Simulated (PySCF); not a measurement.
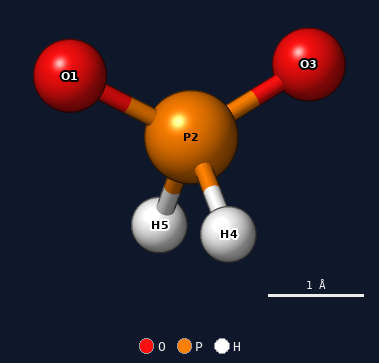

Figure 1. The structure as given in the input (ball-and-stick view, seen at a tilt; atoms are numbered from 1 in the order of the input). Bond lengths as drawn: H–P 1.47 Å and O–P 1.51 Å.

**What a change does: NMR shielding calculation on PH2O2**

System: PH2O2, charge −1.
Method of run 1: GIAO PBE0/pcSseg-1 NMR shielding, non-relativistic, IEF-PCM tetrahydrofuran (PySCF 2.14.0).

The geometry comes from this level: PBE0-D3(BJ)/def2-SVP. Text and figures count atoms from 1; the logs count them from 0 in places.

Input file, run 1:
```
{"job": {"kind": "nmr", "xc": "PBE0", "basis": "pcSseg-1", "solvent": "tetrahydrofuran", "pop": false}, "charge": -1, "multiplicity": 1}
O     -1.290582     0.912860    -0.195073
P     -0.430312    -0.326928    -0.231018
O      1.076066    -0.309337    -0.319389
H     -0.812167    -1.181489     0.900585
H     -0.939873    -1.209370    -1.288668
```

The first line tells a small driver script what to run in PySCF; the rest is the geometry in Å.

Command:
```bash
OMP_NUM_THREADS=1 python <driver script> task.json out
```

Hardware: 1 CPU thread, shared host.

Output (run 1):
```
coarse grid: 5040 points
cycle   1  E = -492.5505837949  dE =  3.971e-01  |g| = 1.188e+00  |ddm| = 2.186e+00
cycle   2  E = -492.0181405228  dE =  5.324e-01  |g| = 2.023e+00  |ddm| = 2.684e+00
cycle   3  E = -492.8075759156  dE = -7.894e-01  |g| = 8.363e-02  |ddm| = 1.918e+00
cycle   4  E = -492.8090339506  dE = -1.458e-03  |g| = 3.422e-02  |ddm| = 1.157e-01
cycle   5  E = -492.8093107583  dE = -2.768e-04  |g| = 3.451e-03  |ddm| = 4.020e-02
cycle   6  E = -492.8093127475  dE = -1.989e-06  |g| = 4.078e-04  |ddm| = 3.313e-03
final grid: 45088 points
cycle   7  E = -492.8484651330  dE = -3.292e-06  |g| = 8.028e-03  |ddm| = 1.200e-02
cycle   8  E = -492.8484504145  dE =  1.472e-05  |g| = 1.226e-02  |ddm| = 1.411e-02
cycle   9  E = -492.8484758993  dE = -2.548e-05  |g| = 8.555e-04  |ddm| = 8.476e-03
cycle  10  E = -492.8484760538  dE = -1.545e-07  |g| = 6.467e-05  |ddm| = 8.164e-04
cycle  11  E = -492.8484760540  dE = -2.264e-10  |g| = 5.743e-05  |ddm| = 7.675e-05
cycle  12  E = -492.8484760546  dE = -5.789e-10  |g| = 6.860e-06  |ddm| = 4.048e-05
converged SCF energy = -492.8484760546

GIAO shielding tensors (ppm)
atom      isotropic    diamagn.    paramagn.     s11        s22        s33       span
  0 O      155.456     401.919    -246.463     79.899    133.053    253.417    173.518
  1 P      334.052     963.786    -629.734    195.472    282.496    524.188    328.716
  2 O      155.431     402.801    -247.369     80.004    132.715    253.576    173.572
  3 H       23.636      27.931      -4.295     19.023     21.568     30.317     11.293
  4 H       23.633      27.308      -3.675     19.023     21.563     30.313     11.289
```

The input of run 2 differs as follows (lines with − go, lines with + come):
```diff
-"solvent": "tetrahydrofuran"
-"pop": false
+"solvent": "chloroform"
+"pop": true
```

Predict how the results change.

The total energy of run 2 is 5.3 kcal/mol higher: the change of the electrostatic solvation energy at this fixed geometry, without cavity or dispersion terms. The HOMO goes from −5.98 to −5.59 eV. The LUMO goes from 2.71 to 3.03 eV. Of all shieldings, the largest change is that of O1 and O3, by −2.6 ppm. The number of SCF iterations is the same.

Output (run 2):
```
coarse grid: 5040 points
cycle   1  E = -492.5402803731  dE =  4.073e-01  |g| = 1.190e+00  |ddm| = 2.186e+00
cycle   2  E = -491.9854674361  dE =  5.548e-01  |g| = 2.049e+00  |ddm| = 2.772e+00
cycle   3  E = -492.7990891209  dE = -8.136e-01  |g| = 8.624e-02  |ddm| = 2.000e+00
cycle   4  E = -492.8006434201  dE = -1.554e-03  |g| = 3.541e-02  |ddm| = 1.194e-01
cycle   5  E = -492.8009407874  dE = -2.974e-04  |g| = 3.703e-03  |ddm| = 4.206e-02
cycle   6  E = -492.8009431404  dE = -2.353e-06  |g| = 4.224e-04  |ddm| = 3.598e-03
final grid: 45088 points
cycle   7  E = -492.8400925378  dE = -3.210e-06  |g| = 8.062e-03  |ddm| = 1.207e-02
cycle   8  E = -492.8400773772  dE =  1.516e-05  |g| = 1.238e-02  |ddm| = 1.442e-02
cycle   9  E = -492.8401034130  dE = -2.604e-05  |g| = 8.687e-04  |ddm| = 8.680e-03
cycle  10  E = -492.8401035730  dE = -1.600e-07  |g| = 5.782e-05  |ddm| = 8.300e-04
cycle  11  E = -492.8401035735  dE = -4.637e-10  |g| = 3.388e-05  |ddm| = 5.920e-05
cycle  12  E = -492.8401035737  dE = -1.879e-10  |g| = 1.058e-05  |ddm| = 2.832e-05
converged SCF energy = -492.8401035737

GIAO shielding tensors (ppm)
atom      isotropic    diamagn.    paramagn.     s11        s22        s33       span
  0 O      152.900     401.800    -248.900     77.584    130.720    250.396    172.811
  1 P      334.657     963.737    -629.080    194.755    281.112    528.105    333.351
  2 O      152.854     402.681    -249.827     77.660    130.355    250.547    172.888
  3 H       23.638      27.980      -4.342     19.005     21.553     30.356     11.351
  4 H       23.635      27.353      -3.718     19.005     21.549     30.352     11.347
```

The two runs side by side:

```csv
quantity,run 1,run 2
outcome,converged,converged
total energy (hartree),−492.848476,−492.840104
HOMO (eV),−5.98,−5.59
LUMO (eV),2.71,3.03
shielding of O1 (ppm),155.5,152.9
shielding of P2 (ppm),334.1,334.7
shielding of O3 (ppm),155.4,152.9
shielding of H4 (ppm),23.6,23.6
shielding of H5 (ppm),23.6,23.6
SCF iterations,12,12
basis functions,68,68
wall time (shared host),4.4 s,6.9 s
```
